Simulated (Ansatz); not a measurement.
# [BH4]− (borohydride): PBE0/3-21G

What is the energy change on altering one bond length of [BH4]− (borohydride) at PBE0/3-21G? 

The calculation is run with Ansatz 0.2.0.

5 further runs of the same task are left out: 4 that didn't finish, 1 set aside as unsound or not needed.

**1. Starting point**

[BH4]−: 5 atoms, total charge -1, spin state singlet. As SMILES, `[BH4-]`. The coordinates come from a GFN2-xTB relaxation.

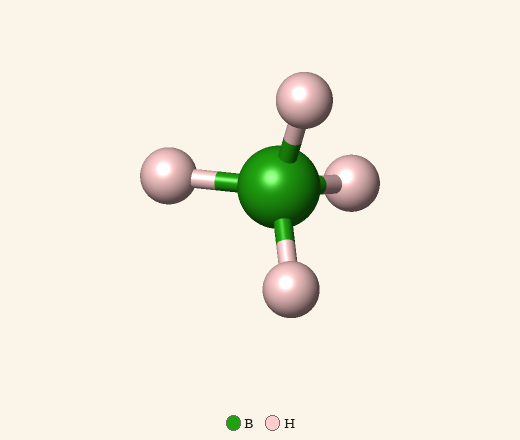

The structure, seen from a chosen angle (boron green, hydrogen pink).

**2. The energy at PBE0/3-21G**

File input.yaml:

```yaml
crystal:
  periodic: [false, false, false]
  atoms:
    - {symbol: B, position_ang: [0.000100, 0.000170, -0.000110]}
    - {symbol: H, position_ang: [0.683660, 0.997010, 0.217690]}
    - {symbol: H, position_ang: [0.726340, -0.988490, -0.067070]}
    - {symbol: H, position_ang: [-0.600410, 0.139700, -1.063360]}
    - {symbol: H, position_ang: [-0.809690, -0.148380, 0.912850]}
basis:
  gaussian: {orbitals: 3-21G.json}
total_charge: -1
hamiltonian: {xc: {name: PBE0}}
accuracy: high
```

The basis set 3-21G is read from a file made from the Basis Set Exchange's data (not shown).

Command:

```console
$ ansatz run input.yaml --threads 1 --pin off --max-ram 2610MiB --events-out events.jsonl --progress --plain --runs-dir runs
```

Log:

```text
Warning: RAYON_NUM_THREADS=1 ignored (pool sized by the plan → 1); use --threads N
Functional definition: PBE0
  name "PBE0"
  parameter a = 0.25
  parameter kappa = 0.804
  parameter beta = 0.06672455060314922
  exchange = (1 - a)*pbe_x(kappa = kappa, mu = beta*pi^2/3) + a*exact_x
  correlation = pbe_c(beta = beta)
342 factors; integrals over basis functions are off by at most 3.9e-9 eV
mean field evaluation 1: about -735.7600 eV, gradient 5.6e0 eV
mean field evaluation 2: about -735.8282 eV, gradient 3.5e0 eV
mean field evaluation 4: about -735.8685 eV, gradient 1.6e-2 eV
mean field evaluation 8: about -735.8408 eV, gradient 4.3e-4 eV
mean field -735.84084135 eV, -27.0416521487 hartree, gradient 2.7e-9 eV, S^2 0.000000; 0 other end points of the search recorded, 0 dependent functions left out
reference -735.84084275 eV, -27.0416522004 hartree; 5, 5 occupied and 12, 12 virtual orbitals, 342 factors
Total energy: -735.84084275 eV, -27.0416522004 hartree
```

Run time: 0.93 s. Hardware: 1 thread of Intel Xeon Platinum 8259CL at 2.50GHz (Skylake/Cascade Lake), shared host; peak memory 0.1 GiB.

**3. The distorted shape, same level**

File input.yaml:

```yaml
crystal:
  periodic: [false, false, false]
  atoms:
    - symbol: B
      position_ang: [-0.170789, -0.249038, -0.054560]
    - symbol: H
      position_ang: [0.683660, 0.997010, 0.217690]
    - symbol: H
      position_ang: [0.555451, -1.237698, -0.121520]
    - symbol: H
      position_ang: [-0.771299, -0.109508, -1.117810]
    - symbol: H
      position_ang: [-0.980579, -0.397588, 0.858400]
basis:
  gaussian: {orbitals: 3-21G.json}
total_charge: -1
hamiltonian: {xc: {name: PBE0}}
accuracy: high
```

The basis set 3-21G is read from a file made from the Basis Set Exchange's data (not shown).

Command:

```console
$ ansatz run input.yaml --threads 1 --pin off --max-ram 2610MiB --events-out events.jsonl --progress --plain --runs-dir runs
```

Log (excerpt; [...] marks lines left out):

```text
Warning: RAYON_NUM_THREADS=1 ignored (pool sized by the plan → 1); use --threads N
[... 7 set-up lines as earlier in the session ...]
342 factors; integrals over basis functions are off by at most 1.0e-8 eV
mean field evaluation 1: about -735.3087 eV, gradient 3.6e0 eV
mean field evaluation 2: about -735.3625 eV, gradient 1.1e0 eV
mean field evaluation 4: about -735.3672 eV, gradient 4.5e-2 eV
mean field evaluation 8: about -735.3407 eV, gradient 9.2e-5 eV
mean field -735.34067850 eV, -27.0232715030 hartree, gradient 9.7e-9 eV, S^2 0.000000; 0 other end points of the search recorded, 0 dependent functions left out
reference -735.34067991 eV, -27.0232715550 hartree; 5, 5 occupied and 12, 12 virtual orbitals, 342 factors
Total energy: -735.34067991 eV, -27.0232715550 hartree
```

Wall time 0.85 s (1 thread of Intel Xeon Platinum 8259CL at 2.50GHz (Skylake/Cascade Lake), shared host); peak memory 0.1 GiB.

**4. What came out**

Level: PBE0/3-21G.

| quantity | value |
| --- | --- |
| first shape: total energy | -27.04165 Eh |
| distorted shape: total energy | -27.02327 Eh |
| energy change with the B1–H2 bond stretched from 1.228 to 1.535 Å | 0.500 eV |

With the B1–H2 bond stretched from 1.228 to 1.535 Å the energy rises by 0.50 eV (11.5 kcal/mol). The first shape isn't relaxed at this level, so the change isn't measured from a minimum.
